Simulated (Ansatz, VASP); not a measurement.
# Cross-check of NaGeBr3 between VASP and Ansatz, part 3 of 3

Aim: how closely do two programs agree when they are given the same cell, functional and k mesh? The cell is invented: As first built, before any earlier steps moved the atoms: it takes the TlGeBr3 structure with some of its atoms replaced by other elements, volume scaled by an estimate. It may not be a known or stable phase. The cell comes out of the VASP series on this material, whose earlier steps may have relaxed, scaled or displaced it; both programs get it as it stands.

VASP 6.6.1 and Ansatz 0.2.0.

So far. Step 6 (Ansatz: single point, LDA): The run ends at a pressure of 0.17 GPa, with forces up to 0.037 eV/Å. Step 8 (VASP: band structure, LDA, spin-orbit coupling): The run ends at a pressure of 0.33 GPa, with forces up to 0.081 eV/Å.

### Step 9. Ansatz: band structure, LDA, spin-orbit coupling

Level of this step: Ansatz beside VASP: Kohn-Sham DFT, plane waves, LDA, spin-orbit coupling (Ansatz).

The same cell, functional (in two slightly different forms), mesh and smearing now go to Ansatz, which takes its cutoff from its data sets.

The cell comes out of the VASP series on this material, whose earlier steps may have relaxed, scaled or displaced it; both programs get it as it stands.

input.yaml reads:

```yaml
crystal:
  lattice:
    - [3.73780043, -3.90775065, 0.0]
    - [3.73780043, 3.90775065, 0.0]
    - [-0.91828859, 0.0, 5.48375163]
  atoms:
    - { symbol: Br, position: [0.481687271, 0.012677944, 0.422909441] }
    - { symbol: Br, position: [0.558029669, 0.558029669, 0.920442146] }
    - { symbol: Br, position: [0.012677944, 0.481687271, 0.422909441] }
    - { symbol: Ge, position: [0.50132864, 0.50132864, 0.469378307] }
    - { symbol: Na, position: [0.943400498, 0.943400498, 0.201871217] }
hamiltonian:
  xc: lda
  pseudopotentials: { kind: paw_fr }
magnetization:
  noncollinear: true
  spin_orbit: true
kpoints:
  mp_grid: { grid: [4, 4, 4] }
  band_path:
    path:
      - [0.0, 0.0, 0.0]
      - [-0.18139, -0.18139, 0.23239]
      - [-0.39301, -0.39301, 0.50351]
      - [-0.45844, -0.45844, 0.5761]
      - [-0.47002, -0.47002, 0.56474]
      - [-0.47828, -0.47828, 0.55663]
      - [-0.48408, -0.48408, 0.54153]
      - [-0.48842, -0.48842, 0.5302]
      - [-0.49855, -0.49855, 0.50378]
      - [-0.4979, -0.5021, 0.5]
      - [-0.49161, -0.50839, 0.5]
      - [-0.47693, -0.52307, 0.5]
      - [0.4373, -0.4373, -0.5]
      - [0.21865, -0.21865, -0.5]
      - [0.0, 0.0, -0.5]
      - [-0.14289, -0.14289, -0.4649]
      - [-0.34293, -0.34293, -0.41575]
      - [-0.44107, -0.44107, -0.28295]
      - [-0.4845, -0.4845, 0.10815]
      - [-0.52172, -0.52172, 0.44337]
      - [0.43859, -0.56141, 0.40442]
      - [0.45017, -0.54983, 0.41578]
      - [0.46278, -0.53722, 0.33522]
      - [0.48449, -0.51551, 0.13968]
      - [0.5, -0.5, 0.0]
      - [0.26667, -0.26667, 0.0]
      - [0.03333, -0.03333, 0.0]
      - [0.0, -0.13333, 0.13333]
      - [0.0, -0.36667, 0.36667]
      - [0.0, -0.46667, 0.0]
      - [0.0, -0.23333, 0.0]
      - [0.0, 0.0, 0.0]
    npoints: 1
scf:
  occupations: { method: gaussian, width: 0.05 }
  n_extra_bands: 16
output:
  forces: true
  stress: true
  eigenvalues: true
  write_density: true
  write_potential: true
  elf: true
  volumetric_format: npy
```

The run is started by

```bash
$ ansatz run input.yaml --threads 2 --pin off --max-ram 4608MiB --backend cpu --events-out ev --progress --plain --runs-dir out
```

Numbers of over 12 decimals in the logs are rounded to 6 here.

The log of the run:

```text
[...]
non-collinear run that drives no moment, with spin-orbit: no starting moment large enough to seed its density (crystal.atoms[].spin), no starting occupations that ask for one, no magnetisation constraint and no magnetic field, so the semilocal B_xc is pinned to zero
Crystal: 5 atoms, lattice volume = 160.196 Å³
Basis set: ecut = 420 eV, 3127 PW (Γ)
[...]
k-point 0: bands = [... 40 lower, 0.8968, 0.8968, 1.1253, 1.1253, 5.1803, 5.1803, 7.1949, 7.1949, ... 12 higher]
  k-point 1: bands = [... 40 lower, 0.8103, 0.8267, 0.9393, 0.9925, 5.6904, 5.6981, 6.6830, 6.7467, ... 12 higher]
  k-point 2: bands = [... 40 lower, 0.7384, 0.7384, 1.2930, 1.2930, 5.4763, 5.4763, 6.5970, 6.5970, ... 12 higher]
  k-point 23: bands = [... 40 lower, 1.4594, 1.4594, 3.2623, 3.2623, 3.9120, 3.9120, 4.0672, 4.0672, ... 12 higher]
[key lines of the parts left out:]
SCF converged after 9 iterations
Magnetization: |M| = 0.0000 μB,  M = (+0.0000, +0.0000, +0.0000) μB
Free energy (F): -13769.289928 eV
Fermi energy:    3.587186 eV
P = ⅓ Tr σ = 0.3973 GPa (3.973 kbar)
```

Elapsed: 69 s, on 2 threads of Arm Neoverse V1, shared host; peak memory 0.89 GiB.

### Step 10. Side by side

What differs besides the data sets and the points named for the pairs above, as far as they apply: spin-orbit coupling enters by fully relativistic files in Ansatz and inside the spheres in VASP; the data sets hold 44 valence electrons in Ansatz (fully relativistic PAW (standard-fr) files) and 42 in VASP. Total energies have different zeros and are not compared.

Compared:

| quantity | Ansatz | VASP | difference |
| --- | --- | --- | --- |
| pressure (GPa) | 0.40 | 0.33 | +0.06 |
| gap over the path points (eV) | 0.621 | 0.602 | +0.018 |

Forces (eV/Å; atoms numbered as in POSCAR):

| atom | Ansatz x, y, z | VASP x, y, z |
| --- | --- | --- |
| Br1 | 0.014, 0.076, -0.037 | 0.009, 0.071, -0.037 |
| Br2 | 0.034, 0.000, -0.005 | 0.033, 0.000, 0.018 |
| Br3 | 0.014, -0.076, -0.037 | 0.009, -0.071, -0.037 |
| Ge4 | -0.062, 0.000, 0.074 | -0.054, 0.000, 0.054 |
| Na5 | 0.001, 0.000, 0.005 | 0.003, 0.000, 0.003 |

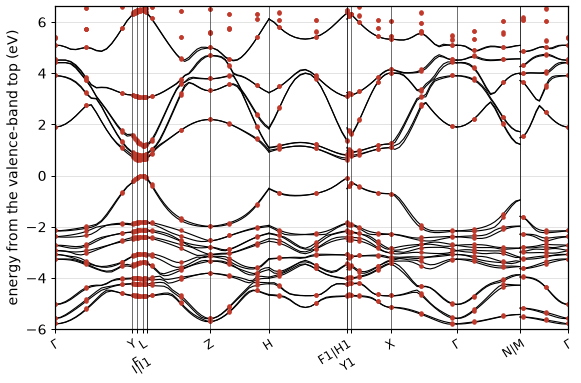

Bands from VASP (lines) and levels from Ansatz (dots). Dots without a line are higher empty bands that the VASP plot leaves out.

Levels at points of the path, from each program's valence-band top (eV; 8 filled, then empty):

| k (reciprocal lattice) | Ansatz | VASP |
| --- | --- | --- |
| 0.000 0.000 0.000 | -2.91 -2.91 -2.70 -2.70 -2.37 -2.37 -2.14 -2.14 1.92 1.92 3.93 3.93 4.44 4.44 | -2.93 -2.93 -2.72 -2.72 -2.39 -2.39 -2.16 -2.16 1.90 1.90 3.90 3.90 4.41 4.41 |
| -0.181 -0.181 0.232 | -3.04 -2.92 -2.74 -2.68 -2.32 -2.16 -2.04 -1.98 2.75 2.75 3.22 3.25 3.74 3.75 | -3.06 -2.94 -2.76 -2.70 -2.34 -2.18 -2.06 -2.00 2.73 2.73 3.20 3.23 3.72 3.73 |
| -0.393 -0.393 0.504 | -2.57 -2.52 -2.23 -2.23 -1.88 -1.84 -0.69 -0.66 1.07 1.13 1.32 1.36 1.71 1.77 | -2.58 -2.54 -2.25 -2.25 -1.90 -1.86 -0.70 -0.66 1.05 1.11 1.31 1.34 1.70 1.76 |
| -0.458 -0.458 0.576 | -2.48 -2.40 -2.19 -2.17 -1.89 -1.86 -0.22 -0.22 0.71 0.79 0.89 0.92 1.54 1.59 | -2.49 -2.41 -2.20 -2.19 -1.91 -1.88 -0.23 -0.22 0.69 0.77 0.87 0.90 1.53 1.57 |
| -0.470 -0.470 0.565 | -2.45 -2.38 -2.17 -2.15 -1.87 -1.84 -0.14 -0.13 0.66 0.73 0.84 0.86 1.44 1.48 | -2.47 -2.40 -2.19 -2.17 -1.89 -1.86 -0.14 -0.14 0.64 0.71 0.82 0.84 1.42 1.46 |
| -0.478 -0.478 0.557 | -2.44 -2.38 -2.15 -2.14 -1.85 -1.83 -0.09 -0.08 0.63 0.70 0.81 0.83 1.37 1.41 | -2.45 -2.40 -2.17 -2.16 -1.87 -1.85 -0.10 -0.08 0.61 0.69 0.79 0.81 1.35 1.39 |
| -0.484 -0.484 0.542 | -2.42 -2.38 -2.14 -2.13 -1.83 -1.81 -0.05 -0.04 0.62 0.69 0.80 0.82 1.28 1.32 | -2.44 -2.40 -2.16 -2.15 -1.85 -1.83 -0.05 -0.04 0.60 0.67 0.78 0.80 1.27 1.30 |
| -0.488 -0.488 0.530 | -2.41 -2.38 -2.13 -2.12 -1.82 -1.81 -0.03 -0.02 0.62 0.68 0.80 0.81 1.23 1.26 | -2.43 -2.40 -2.15 -2.15 -1.84 -1.83 -0.03 -0.02 0.60 0.66 0.78 0.79 1.21 1.24 |
| -0.499 -0.499 0.504 | -2.39 -2.39 -2.12 -2.12 -1.80 -1.80 0.00 0.00 0.65 0.65 0.80 0.80 1.18 1.18 | -2.41 -2.40 -2.14 -2.14 -1.82 -1.82 0.00 0.00 0.63 0.63 0.78 0.78 1.16 1.16 |
| -0.498 -0.502 0.500 | -2.39 -2.39 -2.12 -2.12 -1.80 -1.80 0.00 0.00 0.65 0.65 0.80 0.81 1.18 1.18 | -2.41 -2.41 -2.14 -2.14 -1.82 -1.82 0.00 0.00 0.63 0.63 0.78 0.79 1.16 1.16 |

The forces differ by 8.6 meV/Å r.m.s., which is 23.2 % of the r.m.s. force of 0.04 eV/Å (both taken over all components). Among the levels compared (up to four filled and three empty ones at each point), filled levels agree within 22 meV and empty ones within 28 meV. Ansatz's pressure holds a Pulay correction of 0.02 GPa; VASP's holds none.

### Step 11. Summary of results

```json
{"difference in gap over the path points (band structure, LDA)": "0.020 eV", "r.m.s. force difference (band structure, LDA)": "8.1 meV/Å", "difference in gap on the k mesh (single point, LDA)": "0.018 eV", "r.m.s. force difference (single point, LDA)": "8.1 meV/Å", "difference in gap over the path points (band structure, LDA, spin-orbit coupling)": "0.018 eV", "r.m.s. force difference (band structure, LDA, spin-orbit coupling)": "8.6 meV/Å"}
```

In words: The r.m.s. force difference is 8.6 meV/Å (band structure, LDA, spin-orbit coupling), within the 12 meV/Å picked in this series as the mark of a large difference. How closely two codes agree says nothing of how well the functional describes the real material.

[Lines on the potential files, build, host, timing and source positions are cut from VASP's logs without a mark.]

[Logs are printed without paths, hosts, clocks, repeated set-up lines and the standing remarks that a program may print on its own settings, such as how far it seeks lower states.]

[Hosts, paths, dates, database ids (printed as entryN), source tags and the programs' standing remarks are cut or masked in the printed files.]
